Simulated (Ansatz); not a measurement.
# CH$_{4}$NSb (SMILES C=[N][SbH2]): what the fields show

Input

```
crystal:
  periodic: [false, false, false]
  atoms:
    - {symbol: C, position_ang: [-0.849676, -0.543173, -0.782752]}
    - {symbol: N, position_ang: [-0.689448, -0.524965, 0.464134]}
    - {symbol: Sb, position_ang: [1.140567, -0.043096, 1.278476]}
    - {symbol: H, position_ang: [-1.822898, -0.845631, -1.190222]}
    - {symbol: H, position_ang: [-0.088236, -0.269321, -1.529519]}
    - {symbol: H, position_ang: [0.578305, 1.466029, 1.851996]}
    - {symbol: H, position_ang: [1.792586, 0.692257, -0.137914]}
basis:
  gaussian: {orbitals: def2-TZVPP}
hamiltonian: {xc: pbe0, dispersion: d4}
output: {orbitals: {seedname: orbitals}}
```

Run with:

```sh
ansatz run in.yaml --threads 2 --pin off --events-out ev --progress --plain --max-ram 4352MiB
```

Geometry: PBE0-D4/def2-TZVP; core potentials replace the inner electrons of Sb.

These are results of RKS PBE0-D4/def2-TZVPP (Ansatz), not measurements.

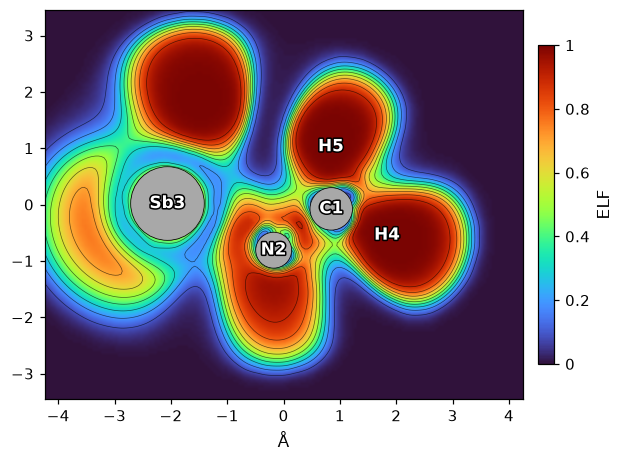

Figure 1. Electron localisation function on the plane of atoms N2, C1 and H4. Grey discs cover the atomic cores.

What does the map show?

Answer.
- The plane passes through C, N, Sb and H nuclei.
- C–N (1.26 Å): the ELF peaks at about 0.90 between the atoms (a multiple bond).
- Sb–N (2.06 Å): the ELF peaks at about 0.90 in the valence shell of N, 0.7 Å from its nucleus, and drops to about 0.20 between the two atoms.
- C–H (1.10 Å): the ELF climbs to about 1 towards the hydrogen, as it does in any bond to H: an ordinary covalent bond to hydrogen.
- The ELF also peaks beside N2, away from the bonds: lone-pair regions.

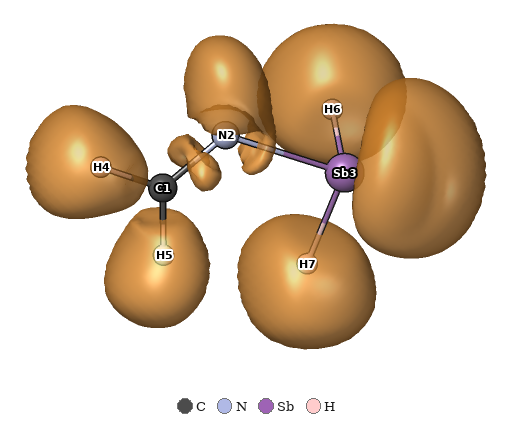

Figure 2. Isosurface of the ELF at 0.8 (orange), seen at a tilt. Core shells and regions of very low density are left out.

What do the ELF domains correspond to?

Answer. The surface consists of one region between bonded C–N atoms (shared pairs), four regions around hydrogen nuclei, one lobe on N, pointing away from the bonds (lone pairs) and one lobe on Sb, pointing away from the bonds (lone pairs).

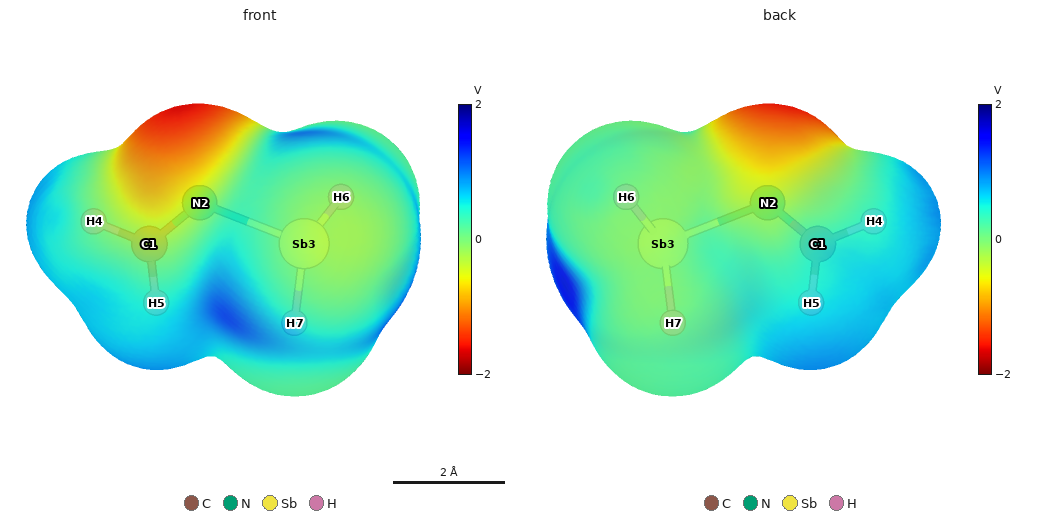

Figure 3. The molecular electrostatic potential painted on the density surface at 0.002 e/bohr³, seen from the front and from behind; the colour scale runs from red (negative) to blue (positive).

Where is the surface potential most negative and most positive?

Answer. The most negative region (about −1.6 V, or −37 kcal/mol for a unit charge) lies over N2, the most positive (about +1.6 V, or +37 kcal/mol for a unit charge) over Sb3. N2 is the likeliest acceptor of a hydrogen bond.
